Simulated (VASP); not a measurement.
Consider GaBiC₂.

```
CELL_PARAMETERS angstrom
4.21365 0.00000 0.00000
-2.10682 3.64913 0.00000
0.00000 0.00000 5.59964
ATOMIC_POSITIONS crystal
Ga 0.00000 0.00000 0.50000
Bi 0.00000 0.00000 0.00000
C 0.33333 0.66667 0.00000
C 0.66667 0.33333 0.00000
```

Space group P6/mmm; a generated structure, not necessarily the stable one; computed pressure about 3 GPa in this cell.

Method: VASP, Kohn-Sham DFT of a periodic cell, PBE, VASP PAW PBE potentials, recommended.

What can the converged valence pseudo-density and electron localisation function tell about the bonding?

Bi–C (2.43 Å): the density is about 0.44 e/Å³ at the midpoint; the ELF peaks at about 0.80 in the valence shell of C, 0.7 Å from its nucleus, and drops to about 0.30 between the two atoms.
Ga–Bi (2.80 Å): the density is about 0.31 e/Å³ at the midpoint; the ELF is about 0.50 at the midpoint.

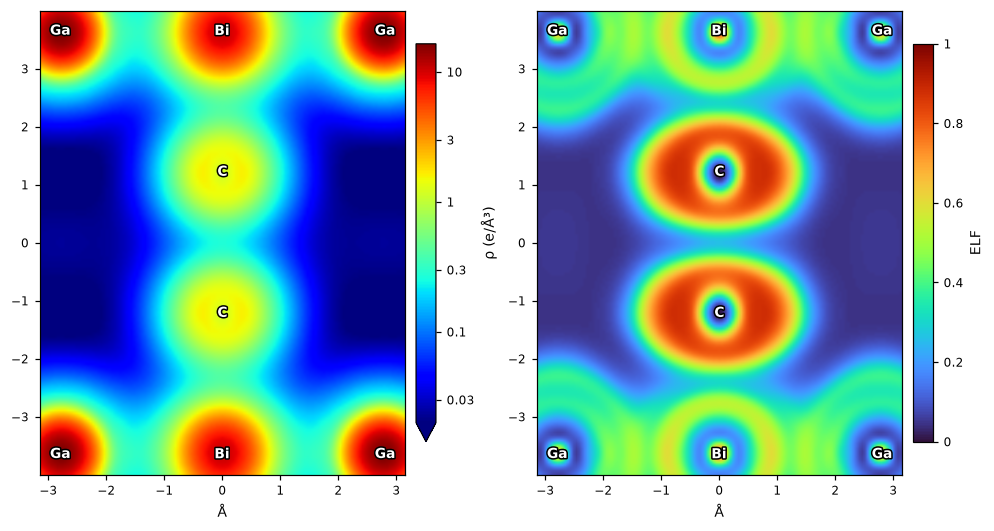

Computed valence pseudo-density and electron localisation function on the (110) plane of the conventional cell, in this order. 
